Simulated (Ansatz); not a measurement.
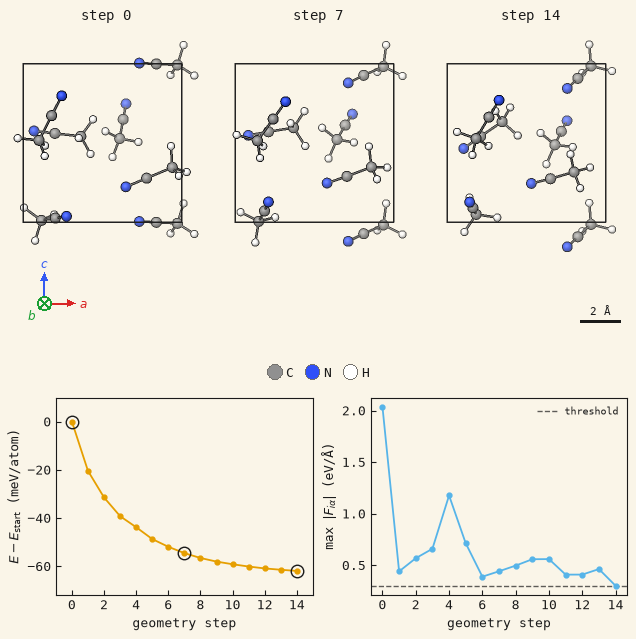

Frames of a relaxation of an amorphous cell of composition H3C2N, marked on the history of the run. A ball-and-stick model of the cell of the calculation, seen along the b axis.

The cell holds 6 CH3CN. The run prepares the start of a later molecular dynamics calculation, from a guessed geometry.

Level of theory: DFT PBE-D3(BJ), scalar-relativistic, plane waves, PAW (Ansatz).

Input file:
```yaml
accuracy: low
crystal:
  lattice:
    - [8.051748, 0.0, 0.0]
    - [0.0, 8.051748, 0.0]
    - [0.0, 0.0, 8.051748]
  atoms:
    - { symbol: C, position: [0.9413258, 0.2613986, 0.3461508] }
    - { symbol: C, position: [0.7793074, 0.3066264, 0.2781787] }
    - { symbol: "N", position: [0.6486181, 0.3431086, 0.2233502] }
    - { symbol: H, position: [0.9333394, 0.2481619, 0.4808373] }
    - { symbol: H, position: [0.9829965, 0.1438257, 0.2930506] }
    - { symbol: H, position: [1.0325622, 0.3573362, 0.3169729] }
    - { symbol: C, position: [0.3638918, 0.4116895, 0.5423706] }
    - { symbol: C, position: [0.2005427, 0.4883645, 0.5611788] }
    - { symbol: "N", position: [0.06878, 0.5502131, 0.5763501] }
    - { symbol: H, position: [0.3512549, 0.2771695, 0.531229] }
    - { symbol: H, position: [0.4251843, 0.4592122, 0.4311759] }
    - { symbol: H, position: [0.4411828, 0.4395681, 0.6502054] }
    - { symbol: C, position: [0.9738382, 0.772651, 0.993253] }
    - { symbol: C, position: [0.840778, 0.6494853, 0.9996514] }
    - { symbol: "N", position: [0.7334474, 0.5501359, 1.0048126] }
    - { symbol: H, position: [1.0803855, 0.7227309, 0.9259098] }
    - { symbol: H, position: [0.930744, 0.884612, 0.9301097] }
    - { symbol: H, position: [1.0129782, 0.8055743, 1.1188061] }
    - { symbol: C, position: [0.6092886, 0.8012673, 0.5287492] }
    - { symbol: C, position: [0.6315291, 0.9344097, 0.6499688] }
    - { symbol: "N", position: [0.6494691, 1.0418066, 0.7477485] }
    - { symbol: H, position: [0.5189816, 0.7111186, 0.5745457] }
    - { symbol: H, position: [0.5645996, 0.8521297, 0.4112956] }
    - { symbol: H, position: [0.7271365, 0.737897, 0.5069427] }
    - { symbol: C, position: [0.1003408, 1.0122416, 0.517302] }
    - { symbol: C, position: [0.1795932, 0.9629254, 0.6728741] }
    - { symbol: "N", position: [0.2435207, 0.9231453, 0.7983637] }
    - { symbol: H, position: [0.1361727, 0.9274344, 0.4177868] }
    - { symbol: H, position: [-0.0345332, 1.0094012, 0.5307322] }
    - { symbol: H, position: [0.1382773, 1.1379134, 0.4834364] }
    - { symbol: C, position: [0.1150881, 0.4232016, 0.0119899] }
    - { symbol: C, position: [0.20289, 0.2650906, 0.026394] }
    - { symbol: "N", position: [0.2737139, 0.1375532, 0.0380129] }
    - { symbol: H, position: [0.075559, 0.4430804, -0.1161574] }
    - { symbol: H, position: [0.0056542, 0.4232256, 0.0920127] }
    - { symbol: H, position: [0.1963535, 0.5252067, 0.0490083] }
basis:
  ecutwfc: 420.0
kpoints:
  mp_grid: { grid: [1, 1, 1] }
hamiltonian:
  xc: pbe
  dispersion: d3bj
scf:
  occupations: { method: fermi_dirac, width: 0.05 }
  lower_state_search: "off"
relax:
  f_tol: 0.3
  max_steps: 15
  adjacent_minimum: "off"
```

Launched with:
```bash
ansatz run input.yaml --threads 1 --pin off --max-ram 3072MiB --backend cpu --events-out ev --progress --plain --runs-dir out
```

Describe the path.

The relaxation stopped without meeting its thresholds, so the last structure isn't shown to be converged. It used up its limit of 15 steps. The largest moves, 1.44 Å, are those of H5 and H10. H10 goes roughly along [−1 0 3]. Largest moves by element: H 1.44 Å, N 1.35 Å, C 1.21 Å. The cell stays as it was. Some distances before and after: C31–H34 1.092 → 1.108 Å, C14–N15 1.178 → 1.163 Å, C13–H16 1.092 → 1.100 Å, C13–C14 1.461 → 1.453 Å. Bond angles that change, for instance: H34–C31–H36 108.8° → 111.3°. Over 14 geometry steps the energy falls by 61.9 meV per atom. Largest force component: 2 eV/Å at the start, 0.3 eV/Å at the end. Cost: 58 s on 1 thread of Arm Neoverse V1, on a shared host, peak memory 0.45 GiB. From step 0 to 7: N15 moves most (1.08 Å), energy −54.6 meV per atom. From step 7 to 14: H35 moves most (1.23 Å), energy −7.4 meV per atom.

Limits of the set-up: the program's low-accuracy preset was used; the periodic images lie only 8.1 Å apart, so the values are limited by the cell's size.
